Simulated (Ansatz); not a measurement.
# Calculations on C2H7FO2Si2

**1. Relaxation**

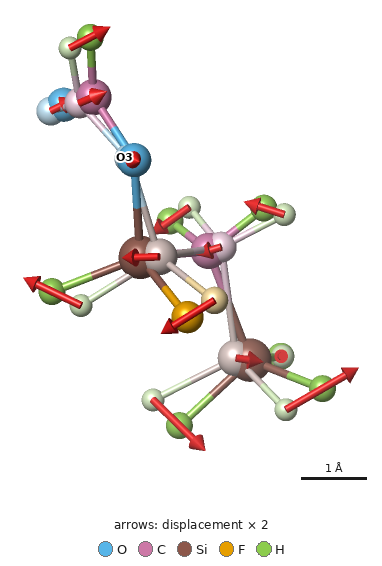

This is a relaxation of C$_{2}$H$_{7}$FO$_{2}$Si$_{2}$. The starting structure is drawn faded, the final one solid; red arrows show the displacements, magnified 2 times. The two geometries are superimposed by the best rigid fit.

A ball-and-stick model, seen from a free direction.

The run prepares an end point of a later path (hydrogen shift) calculation, from a guessed geometry.

The calculation used Ansatz 0.2.0, RKS PBE-D4/6-31G*.

Input
```yaml
crystal:
  periodic: [false, false, false]
  atoms:
    - { symbol: O, position_ang: [-1.7366, -1.9982, -1.1216] }
    - { symbol: C, position_ang: [-0.7905, -2.6003, -0.8538] }
    - { symbol: O, position_ang: [0.3889, -2.1144, -0.5137] }
    - { symbol: Si, position_ang: [0.821, -0.4799, -0.4396] }
    - { symbol: F, position_ang: [2.2916, -0.3565, -0.0301] }
    - { symbol: C, position_ang: [-0.2727, 0.426, 0.8054] }
    - { symbol: Si, position_ang: [0.1598, 2.1942, 0.6015] }
    - { symbol: H, position_ang: [-0.7118, -3.6816, -0.8541] }
    - { symbol: H, position_ang: [0.6036, 0.0826, -1.7617] }
    - { symbol: H, position_ang: [-1.3379, 0.2401, 0.6619] }
    - { symbol: H, position_ang: [-0.0565, 0.0686, 1.8426] }
    - { symbol: H, position_ang: [-0.1676, 2.6779, -0.7545] }
    - { symbol: H, position_ang: [-0.7345, 3.0182, 1.5273] }
    - { symbol: H, position_ang: [1.5302, 2.4941, 0.9193] }
basis:
  gaussian: { orbitals: "6-31G*" }
hamiltonian:
  xc: pbe
  dispersion: d4
relax:
  f_tol: 0.02
  max_steps: 50
output:
  orbitals: {}
```

Command:
```bash
ansatz run input.yaml --threads 2 --pin off --max-ram 3072MiB --backend cpu --events-out ev --progress --plain --runs-dir out
```

**Describe the change and its energy.**

The energy falls by 68.1 kJ/mol in 20 accepted moves (25 points after the start). The largest force component goes from 5.4 to 0.02 eV/Å. The line search rejected the trial steps at points 2, 6, 10, 16, 19 of the run. The largest moves after the best rigid fit, 0.66 Å, are those of H12 and H14. Largest moves by element: H 0.66 Å, F 0.51 Å, Si 0.32 Å, C 0.27 Å, O 0.23 Å. Among the contacts that change: Si4–F5 1.532 → 1.622 Å, C6–Si7 1.832 → 1.901 Å, O1–C2 1.153 → 1.221 Å, Si7–H14 1.438 → 1.497 Å. Among the angles between lasting bonds that change: C2–O3–Si4 126.5° → 114.6°, O3–Si4–F5 109.6° → 101.1°, Si4–C6–Si7 104.7° → 112.7°. Groups turn about Si4–C6 by about 25°.

**2. Relaxation**

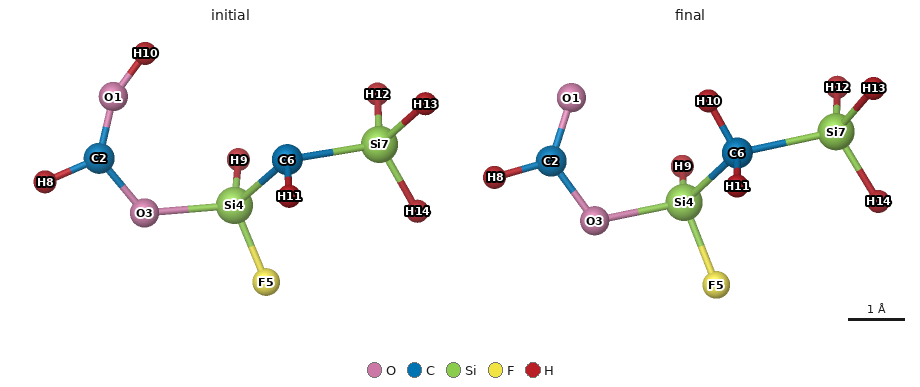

The structure of C₂H₇FO₂Si₂ before (left) and after (right) a relaxation, at one scale.

The picture is a ball-and-stick view, seen at a tilt.

The run prepares an end point of a later path (hydrogen shift) calculation, from a guessed geometry.

The calculation used RKS PBE-D4/6-31G* (Ansatz 0.2.0).

Input
```yaml
crystal:
  periodic: [false, false, false]
  atoms:
    - { symbol: O, position_ang: [-1.7366, -1.9982, -1.1216] }
    - { symbol: C, position_ang: [-0.7905, -2.6003, -0.8538] }
    - { symbol: O, position_ang: [0.3889, -2.1144, -0.5137] }
    - { symbol: Si, position_ang: [0.821, -0.4799, -0.4396] }
    - { symbol: F, position_ang: [2.2916, -0.3565, -0.0301] }
    - { symbol: C, position_ang: [-0.2727, 0.426, 0.8054] }
    - { symbol: Si, position_ang: [0.1598, 2.1942, 0.6015] }
    - { symbol: H, position_ang: [-0.7118, -3.6816, -0.8541] }
    - { symbol: H, position_ang: [0.6036, 0.0826, -1.7617] }
    - { symbol: H, position_ang: [-2.36592, -1.23664, -1.05768] }
    - { symbol: H, position_ang: [-0.0565, 0.0686, 1.8426] }
    - { symbol: H, position_ang: [-0.1676, 2.6779, -0.7545] }
    - { symbol: H, position_ang: [-0.7345, 3.0182, 1.5273] }
    - { symbol: H, position_ang: [1.5302, 2.4941, 0.9193] }
basis:
  gaussian: { orbitals: "6-31G*" }
hamiltonian:
  xc: pbe
  dispersion: d4
relax:
  f_tol: 0.02
  max_steps: 50
```

Run as
```bash
ansatz run input.yaml --threads 2 --pin off --max-ram 3072MiB --backend cpu --events-out ev --progress --plain --runs-dir out
```

Q: What changed between the two?

A: The atom that moves furthest after the best rigid fit is H10 (2.13 Å). By element the largest moves are H 2.13 Å, O 0.31 Å, C 0.26 Å, Si 0.25 Å, F 0.19 Å. Among the contacts that change: C6–H10 3.258 → 1.104 Å, O1–H10 0.990 → 2.692 Å, Si4–F5 1.532 → 1.619 Å, O1–C2 1.153 → 1.221 Å. New bonds form, among them: C6–H10 (3.26 → 1.10 Å). Bonds break, among them: O1–H10 (0.99 → 2.69 Å). Bond angles that change, for instance: C2–O3–Si4 126.5° → 115.2°, Si4–C6–Si7 104.7° → 114.1°, O3–Si4–F5 109.6° → 101.2°. After 22 accepted moves (26 points after the start) the energy has fallen by 570.1 kJ/mol. The largest force component goes from 10 to 0.014 eV/Å. The line search rejected the trial steps at points 16, 20, 22, 25 of the run.

**3. Path**

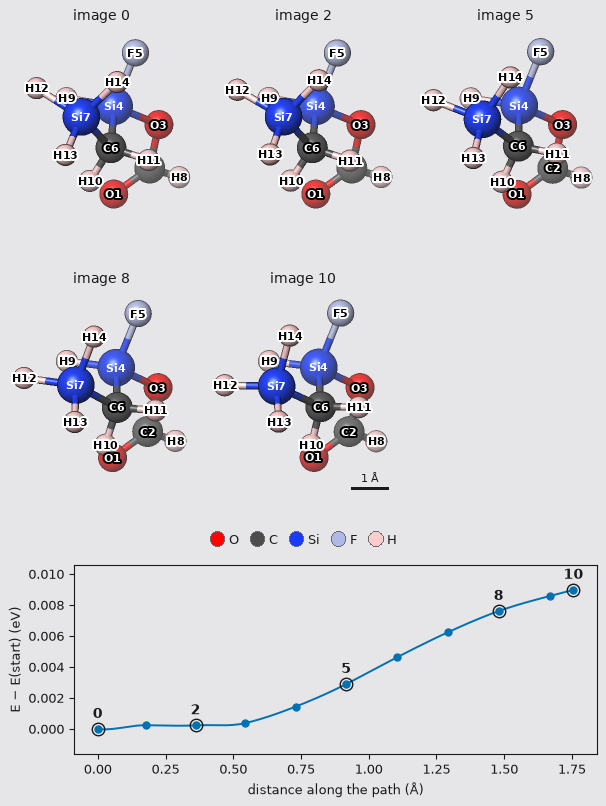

A nudged-elastic-band calculation for C₂H₇FO₂Si₂. Images are numbered from 0 (start) to 10 (end). A ball-and-stick model, seen from a free direction.

These are results of RKS PBE-D4/6-31G* in Ansatz, not measurements. Run with 9 movable images; climbing image; force threshold 0.05 eV/Å; iteration limit 60; starting path through a guess of the saddle point.

Question: Read off the barrier and say what moves.

Answer: No bond forms or breaks between the ends. No barrier shows: the energy is highest at the end, and the end lies 0.009 eV above the start. The band converged in 26 iterations. The largest component of the band force went from 6 to 0.045 eV/Å.

The run took 6.6 min on 2 threads of Intel(R) Xeon(R) 6975P-C (Granite Rapids), with other jobs on the host, peak memory 0.2 GiB.
